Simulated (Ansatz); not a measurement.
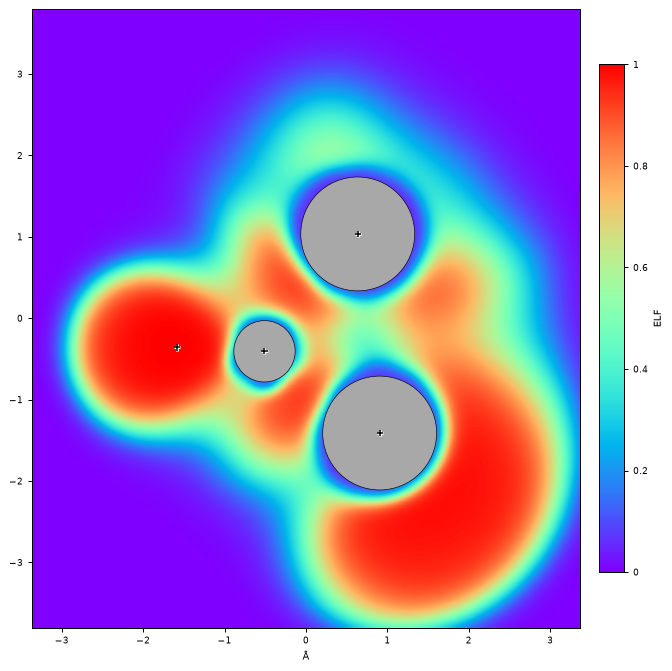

The ELF on a plane through atoms (crosses mark nuclei in the plane; grey discs cover the cores).

Method: Ansatz, isolated molecule in a Gaussian basis; Kohn-Sham density functional theory, functional PBE0.

Candidates:
A. FGaH5Si2 (SMILES F[SiH2][Ga+][SiH3]) (charge +1)
B. F2GeH5Si2 (charge +1)
C. CH3Si2 (SMILES C1=[Si][SiH2]1) (doublet)

Which candidate gave the map?

Candidate C: CH3Si2 on the plane of atoms Si2, C1 and Si3, which holds C, Si and H. C–Si (1.74 Å): the ELF peaks at about 0.90 between the atoms, as expected for a covalent bond. Si–Si (2.46 Å): the ELF peaks at about 0.55 in the valence shell of Si, 1.0 Å from its nucleus, and is about 0.50 at the midpoint.
